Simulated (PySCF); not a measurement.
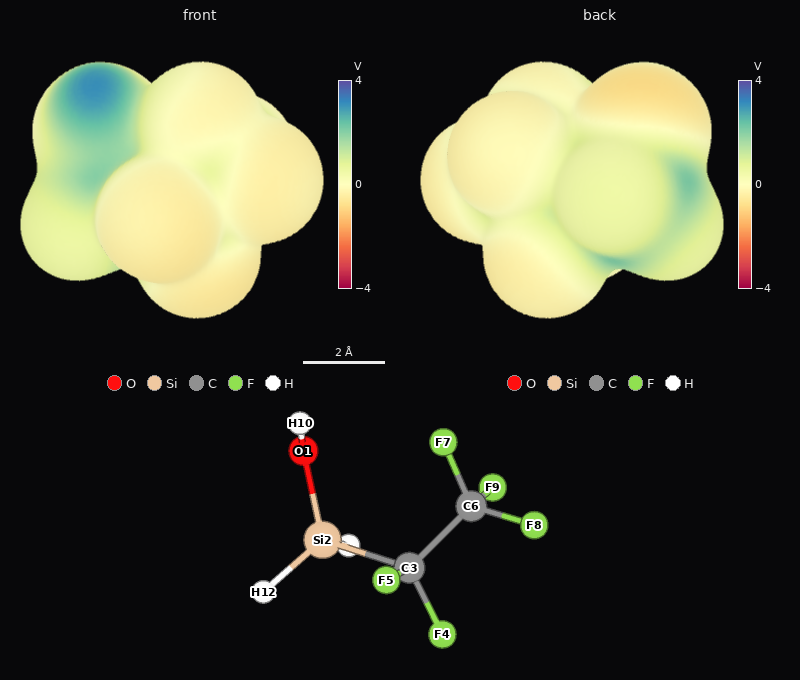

*C2H3F5OSi. The electrostatic potential painted on the density surface at 0.002 e/bohr³, seen from the front and from behind; the colour scale runs from red (negative) to blue (positive). The bare structure is drawn below in the same view.*

Geometry: GFN2-xTB.

These are results of B3LYP/def2-SVPD, SCF density, gas phase (PySCF), not measurements.

```tsv
atom	x (Å)	y (Å)	z (Å)
O	1.8690	0.2267	0.9377
Si	1.1951	-0.8750	-0.0142
C	-0.4835	-0.1655	-0.7217
F	-1.2843	-1.1509	-1.2090
F	-0.2490	0.6754	-1.7737
C	-1.2788	0.6203	0.3176
F	-0.5876	1.7104	0.6918
F	-2.4767	1.0347	-0.0869
F	-1.4615	-0.1165	1.4205
H	1.9758	1.1629	0.7773
H	0.8412	-1.9687	0.8674
H	1.9415	-1.1543	-1.2330
```

Q: Describe the electrostatic potential map.

A: The most negative region (about −0.8 V) lies over O1, the most positive (about +3.0 V) over H10.
